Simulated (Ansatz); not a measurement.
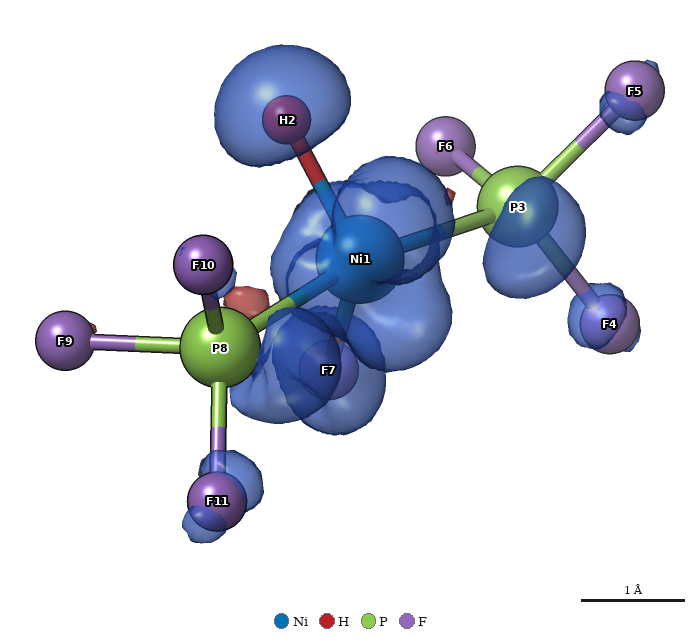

The picture shows: F7HNiP2 (triplet). Isosurfaces of the spin density at +0.04 (blue) and −0.04 e/Å³ (red), seen at an oblique angle.

Geometry: PBE-D4/def2-SVP.

Method: Ansatz, UKS PBE0-D4/def2-TZVP.

```yaml
atoms:
  - { symbol: Ni, position_ang: [0.1996, -0.0416, -0.0561] }
  - { symbol: H, position_ang: [1.1390, -0.2163, 1.1543] }
  - { symbol: P, position_ang: [0.0741, 2.1664, -0.1805] }
  - { symbol: F, position_ang: [-0.9595, 2.8687, -1.1799] }
  - { symbol: F, position_ang: [1.3254, 3.1593, -0.3923] }
  - { symbol: F, position_ang: [-0.4522, 2.7593, 1.2017] }
  - { symbol: F, position_ang: [-1.5781, 0.4184, 0.1588] }
  - { symbol: P, position_ang: [0.0752, -2.2024, -0.2285] }
  - { symbol: F, position_ang: [-0.5832, -2.8350, 1.0812] }
  - { symbol: F, position_ang: [1.4670, -2.9943, -0.2336] }
  - { symbol: F, position_ang: [-0.7073, -3.0826, -1.3252] }
```

Q: Which atoms carry the spin?

A: The unpaired spin (2 electrons) lies mostly on Ni1 (about 1.4), H2 (about 0.2), F7 (about 0.1), P8 (about 0.1) and P3 (about 0.1), in electrons by Hirshfeld's partition.
